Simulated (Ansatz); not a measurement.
# BF₃H₃P: trial inputs and their diagnosis

Aim: try 3 inputs for BF₃H₃P as typed, read how each ends, and find what has to change.

Computed with Ansatz 0.2.0, Gaussian basis. Level: the settings change from run to run.

**1. The molecule**

The structure was relaxed beforehand with PBE0-D4 in a triple-zeta def2 set.

SMILES `[BH3-][P+](F)(F)F`, 8 atoms, charge 0, spin multiplicity 1.

Atoms are counted from 1 here; the program's logs count them from 0.

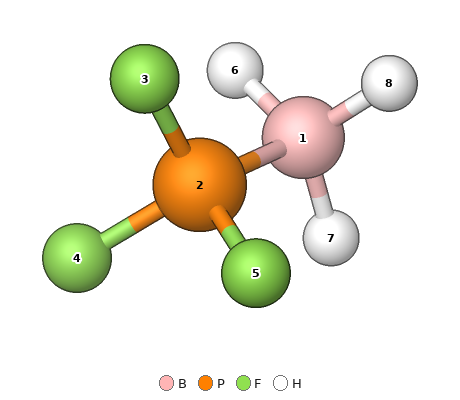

The structure; boron pink, phosphorus orange, fluorine green, hydrogen white; atoms are numbered from 1 in the order of the file.

**2. Try 1**

File in.yaml:

```yaml
crystal:
  periodic: [false, false, false]
  atoms:
    - {symbol: B, position_ang: [-0.079952, 0.958215, 0.503000]}
    - {symbol: P, position_ang: [0.055255, -0.662221, -0.347723]}
    - {symbol: F, position_ang: [0.301411, -1.910795, 0.523420]}
    - {symbol: F, position_ang: [1.178760, -0.833150, -1.090288]}
    - {symbol: F, position_ang: [1.178760, -0.833150, -1.390288]}
    - {symbol: H, position_ang: [-1.022795, 0.798353, 1.239964]}
    - {symbol: H, position_ang: [-0.266040, 1.727384, -0.408778]}
    - {symbol: H, position_ang: [0.989301, 1.064136, 1.053542]}
basis:
  gaussian: {orbitals: cc-pVDZ}
hamiltonian: {xc: {name: RPBE}, dispersion: d3bj}
```

On the command line:

```console
> ansatz run in.yaml --threads 4 --pin off --events-out ev --progress --plain --max-ram 10444MiB
```

The program printed:

```text
Functional definition: RPBE
  name "RPBE"
  cite "Hammer, Hansen & Nørskov, Phys. Rev. B 59, 7413 (1999) doi:10.1103/PhysRevB.59.7413"
  cite "Perdew, Burke & Ernzerhof, Phys. Rev. Lett. 77, 3865 (1996) doi:10.1103/PhysRevLett.77.3865"
  parameter kappa = 0.804
  parameter beta = 0.06672455060314922
  exchange = rpbe_x(kappa = kappa, mu = beta*pi^2/3)
  correlation = pbe_c(beta = beta)
998 factors; their error is unknown
mean field evaluation 1: about -17134.0449 eV, gradient 1.2e2 eV
mean field evaluation 2: about -16541.0694 eV, gradient 4.6e2 eV
mean field evaluation 4: about -17148.9867 eV, gradient 1.2e2 eV
mean field evaluation 8: about -17190.2040 eV, gradient 1.2e1 eV
mean field evaluation 16: about -17190.5377 eV, gradient 3.0e-2 eV
mean field evaluation 32: about -17187.8173 eV, gradient 7.7e0 eV
a density is far from that of the atoms, so the factors are made again for it
922 factors; integrals over basis functions are off by at most 7.2e-4 eV
mean field -17190.46889331 eV, -631.7380797108 hartree, gradient 1.8e-5 eV, S^2 0.000000; 0 other end points of the search recorded, 0 dependent functions left out
reference -17190.46892309 eV, -631.7380808053 hartree; 25, 25 occupied and 64, 64 virtual orbitals, 922 factors
Total energy: -17191.36544377 eV, -631.7710273325 hartree
```

Run time: 2 s. Hardware: 4 threads of Arm Neoverse V2, shared host.

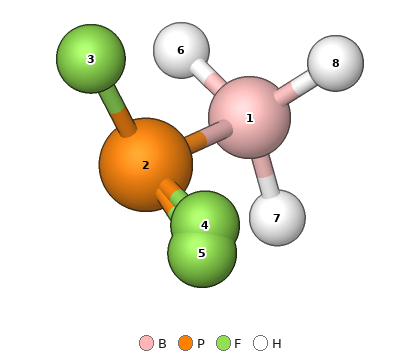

The geometry of this input.

Diagnosis: The run converged, but a converged run isn't a right one. One atom was put on top of another. The shortest distance is 0.30 Å (F4–F5), against 1.21 Å in the relaxed molecule. Its energy is no property of the relaxed molecule. Fix: restore the atom's position.

**3. Try 2**

File in.yaml:

```yaml
crystal:
  periodic: [true, true, true]
  atoms:
    - {symbol: B, position_ang: [-0.079952, 0.958215, 0.503000]}
    - {symbol: P, position_ang: [0.055255, -0.662221, -0.347723]}
    - {symbol: F, position_ang: [0.301411, -1.910795, 0.523420]}
    - {symbol: F, position_ang: [-1.155940, -1.141923, -1.173136]}
    - {symbol: F, position_ang: [1.178760, -0.833150, -1.390288]}
    - {symbol: H, position_ang: [-1.022795, 0.798353, 1.239964]}
    - {symbol: H, position_ang: [-0.266040, 1.727384, -0.408778]}
    - {symbol: H, position_ang: [0.989301, 1.064136, 1.053542]}
basis:
  gaussian: {orbitals: def2-SVP}
magnetization: {spin_polarized: true, initial_magnetization: 2}
hamiltonian: {xc: {name: CAM-B3LYP}}
scf: {lower_state_search: off}
output: {forces: true}
```

Launched as before.

The program printed:

```text
Error: YAML parse error: error: line 2 column 3: crystal: missing field `lattice` (a structure is typed as `lattice` and `atoms`, a molecule's as `atoms` in Å alone, or read from a run's directory, `checkpoint`)
 --> <input>:2:3
  |
1 | crystal:
2 |   periodic: [true, true, true]
  |   ^ crystal: missing field `lattice` (a structure is typed as `lattice` and `atoms`, a molecule's as `atoms` in Å alone, or read from a run's directory, `checkpoint`)
3 |   atoms:
4 |     - {symbol: B, position_ang: [-0.079952, 0.958215, 0.503000]}
  |
```

Run time: 0.05 s. Hardware: 4 threads of Arm Neoverse V2, shared host.

What is wrong: Refused before any calculation. The molecule is marked periodic without a cell. It also asks for charge 0 and multiplicity 3, another species or state than the molecule above. Cure: set periodic to false, or give a lattice, and set charge and spin to those of the species named.

**4. Try 3**

File in.yaml:

```yaml
crystal:
  periodic: [false, false, false]
  atoms:
    - {symbol: B, position_ang: [-0.175894, 2.108074, 1.106599]}
    - {symbol: P, position_ang: [0.121562, -1.456886, -0.764990]}
    - {symbol: F, position_ang: [0.663104, -4.203749, 1.151525]}
    - {symbol: F, position_ang: [-2.543069, -2.512231, -2.580900]}
    - {symbol: F, position_ang: [2.593271, -1.832929, -3.058634]}
    - {symbol: H, position_ang: [-2.250150, 1.756377, 2.727920]}
    - {symbol: H, position_ang: [-0.585287, 3.800246, -0.899312]}
    - {symbol: H, position_ang: [2.176463, 2.341099, 2.317792]}
basis:
  gaussian: {orbitals: ANO-RCC-VTZP}
magnetization: {spin_polarized: true, initial_magnetization: 0}
hamiltonian: {xc: {name: r2SCAN50}}
accuracy: high
```

The command is unchanged.

The program printed:

```text
Functional definition: r2SCAN50
  name "r2SCAN50"
  cite "Bursch, Neugebauer, Ehlert & Grimme, J. Chem. Phys. 156, 134105 (2022) doi:10.1063/5.0086040"
  cite "Furness, Kaplan, Ning, Perdew & Sun, J. Phys. Chem. Lett. 11, 8208 (2020) doi:10.1021/acs.jpclett.0c02405"
  cite "Furness, Kaplan, Ning, Perdew & Sun, J. Phys. Chem. Lett. 11, 9248 (2020) doi:10.1021/acs.jpclett.0c03077"
  parent r2scan
  parameter a = 0.5
  parameter k0 = 0.174
  parameter k1 = 0.065
  parameter a1 = 4.9479
  exchange = (1 - a)*r2scan_x(k0 = k0, k1 = k1, a1 = a1) + a*exact_x
  correlation = r2scan_c
3398 factors; integrals over basis functions are off by at most 3.3e-9 eV
mean field evaluation 1: about -18127.3691 eV, gradient 6.1e1 eV
mean field evaluation 2: about -16801.3193 eV, gradient 3.3e2 eV
mean field evaluation 4: about -18108.2347 eV, gradient 5.1e1 eV
mean field evaluation 8: about -18156.5999 eV, gradient 8.6e-1 eV
mean field evaluation 16: about -18168.0540 eV, gradient 1.2e0 eV
Error: SIGTERM received: run cancelled behind 22 evaluations of the mean field
```

Wall time 91 s (4 threads of Arm Neoverse V2, shared host).

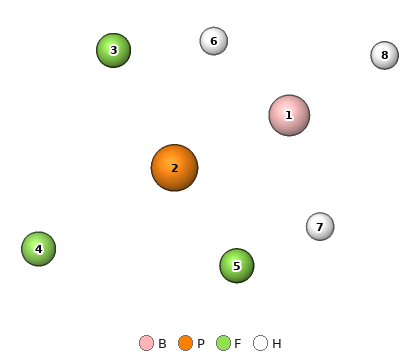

The geometry of this input.

Diagnosis: The run hit its time limit. The geometry is stretched to more than twice its size. The shortest distance is 2.66 Å (B1–H7), against 1.21 Å in the relaxed molecule. Fix: use the relaxed coordinates.

**5. Summary**

```
try                  level      ended                                                  cause    time
  1           RPBE/cc-pVDZ  converged                     one atom was put on top of another     2 s
  2     CAM-B3LYP/def2-SVP    refused         the molecule is marked periodic without a cell  0.05 s
  3  r2SCAN50/ANO-RCC-VTZP    timeout  the geometry is stretched to more than twice its size    91 s
```

In words: 1 converged, 1 refused, 1 timeout. A refusal costs next to no computing time. The dangerous case is the input that converges on a wrong geometry, charge, spin, basis or grid: often only a look at the input shows it.
